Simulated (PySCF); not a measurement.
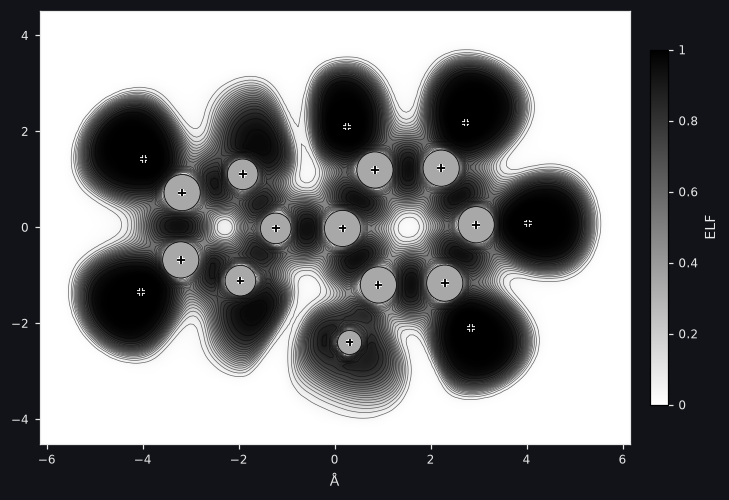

The electron localisation function on a plane through atoms (crosses mark nuclei in the plane; grey discs cover the cores).

Level of theory: PBE0/pcSseg-1, SCF density, gas phase, non-relativistic (PySCF).

Candidates:
A. C₆H₆O₂ (SMILES CC(=O)OC=C1C=C1)
B. C₁₂H₁₅P (SMILES CC(C)(C)p1ccc2ccccc21)
C. C₈H₆FN₃ (SMILES Fc1ccccc1-n1nccn1)

### Which candidate gave the map?

Candidate C: C₈H₆FN₃ on the molecular plane, which holds F, C, N and H. N–N (1.31 Å): the ELF peaks at about 0.90 between the atoms, as expected for localised, covalent bonding. C–N (1.32 Å): the ELF peaks at about 0.90 between the atoms (a covalent bond).
